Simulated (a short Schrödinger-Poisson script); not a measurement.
Structure: gated In0.52Al0.48As/In0.53Ga0.47As modulation-doped gas in a quantum well, at 300 K.

```tsv
layer	material	thickness (nm)	Nd (cm⁻³)	Na (cm⁻³)
1	In0.52Al0.48As	10	-	-
2	In0.52Al0.48As	10	2e18	-
3	In0.52Al0.48As	10	-	-
4	In0.53Ga0.47As	10	-	-
5	In0.52Al0.48As	4000	-	4e15
```

Constants are typed, rounded textbook-type inputs, not results; the design itself was drawn at random and stands for no fabricated device. In0.52Al0.48As: permittivity 12.5, conduction-band edge (eV) 0.52, gap (eV) 1.45, electron mass (mₑ) 0.075, Nv at 300 K (cm⁻³) 1.1e19. In0.53Ga0.47As: permittivity 13.9, conduction-band edge (eV) 0, gap (eV) 0.74, Nv at 300 K (cm⁻³) 7.7e18.

Channel valleys (confinement mass, in-plane density-of-states mass, number): Γ 0.041, 0.041, 1. At the gate the conduction-band edge of layer 1 lies 0.65 eV − eVg above the Fermi level of the channel; the field vanishes at the back. Donor level 0.02 eV below the band edge. The barrier under the gate holds no holes. Gaps are held at their typed values at every temperature. Mesh 0.08 nm at interfaces.

From a short Schrödinger-Poisson script (our own, NumPy): 1D Poisson equation in equilibrium, electrons quantum, Hartree (BenDaniel-Duke, 40 states a valley, the channel's in-plane mass for all, wave functions free to enter the barrier), parabolic valleys, classical holes, donors ionised by Fermi statistics, acceptors fully, no traps, pinning or gate leakage.

Only gate voltages with over 1e8 electrons/cm² are shown.

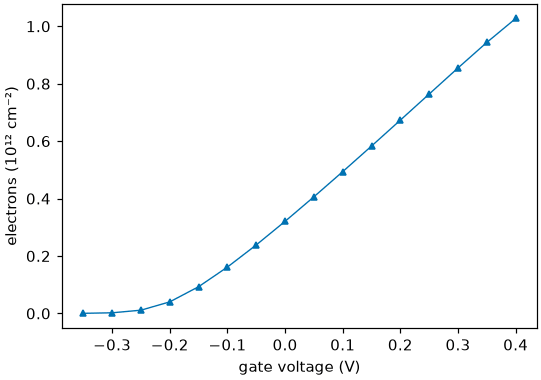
Figure: Sheet density against gate voltage

| Vg (V) | electrons (cm⁻²) | in the channel layer | C (μF/cm²) | Γ E0 (meV) | Γ E1 (meV) |
|---|---|---|---|---|---|
| 0.4 | 1.03e12 | 9.96e11 | 0.389 | -56.4 | 92.1 |
| 0.35 | 9.44e11 | 9.17e11 | 0.334 | -51.1 | 97.4 |
| 0.3 | 8.55e11 | 8.31e11 | 0.309 | -45.3 | 103.4 |
| 0.25 | 7.64e11 | 7.43e11 | 0.300 | -39.1 | 109.7 |
| 0.2 | 6.73e11 | 6.55e11 | 0.295 | -32.6 | 116.4 |
| 0.15 | 5.83e11 | 5.68e11 | 0.291 | -25.7 | 123.5 |
| 0.1 | 4.94e11 | 4.81e11 | 0.286 | -18.3 | 131.1 |
| 0.05 | 4.06e11 | 3.96e11 | 0.281 | -10.3 | 139.3 |
| 0 | 3.21e11 | 3.13e11 | 0.273 | -1.4 | 148.4 |
| -0.05 | 2.38e11 | 2.33e11 | 0.261 | 8.9 | 159.0 |
| -0.1 | 1.61e11 | 1.58e11 | 0.242 | 21.3 | 171.7 |
| -0.15 | 9.30e10 | 9.08e10 | 0.207 | 37.7 | 188.3 |
| -0.2 | 4.02e10 | 3.93e10 | 0.147 | 60.9 | 211.7 |
| -0.25 | 1.13e10 | 1.10e10 | 0.0727 | 94.7 | 245.6 |
| -0.3 | 2.19e9 | 2.14e9 | 0.0339 | 137.2 | 288.1 |
| -0.35 | 3.76e8 | 3.67e8 | 0.0252 | 182.9 | 333.8 |

Subbands count from the Fermi level.
